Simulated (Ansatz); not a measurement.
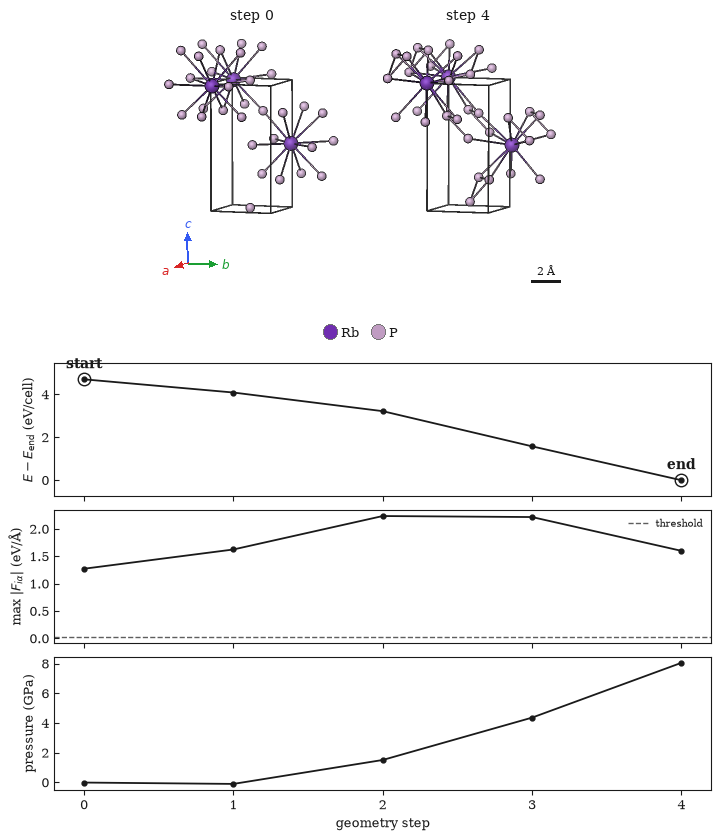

First and last geometry of a relaxation of solid RbP3 (a generated structure, set up in P1) (coarse preliminary run), with the history of the run. The picture is a ball-and-stick view of the cell of the calculation, seen slightly off an axis.

Theory: DFT PBE, scalar-relativistic, plane waves, PAW (Ansatz 0.2.0). Settings: plane-wave cutoff 420 eV; k-point mesh 6 × 6 × 4; occupations gaussian; smearing width 0.2 eV; no spin polarisation; cell and atoms relaxed; force threshold 0.025 eV/Å; at most 60 steps.

Did the run converge, and what did it change?

The run was cut off at its time limit before the relaxation converged, so the last structure is only a point on the way. The energy falls by 4.705 eV per cell of the calculation in 4 geometry steps. The largest force component goes from 1.3 to 1.6 eV/Å. The pressure goes from −0.01 to 8.06 GPa. The atom that moves furthest relative to the cell is a P atom (0.68 Å roughly along [1 3 −1]). Largest moves by element: P 0.68 Å, Rb 0.32 Å. The volume changes by +0.9 %, with a 4.386 → 4.308 Å (−1.8 %), b 4.379 → 4.493 Å (+2.6 %), c 8.839 → 8.851 Å (+0.1 %), α 90.0° → 89.5°, γ 89.7° → 90.5°. Some distances before and after: P–P 3.158 → 2.171 Å, P–P 3.140 → 2.258 Å, P–P 2.892 → 2.094 Å, P–P 3.116 → 2.464 Å. New bonds form: P–P (2.89 → 2.09 Å), P–P (2.89 → 2.10 Å). Bond angles that change, for instance: Rb–P–Rb 173.9° → 150.1°, Rb–P–Rb 173.4° → 151.4°, Rb–P–Rb 176.6° → 157.1°. The space group stays P1 (No. 1).
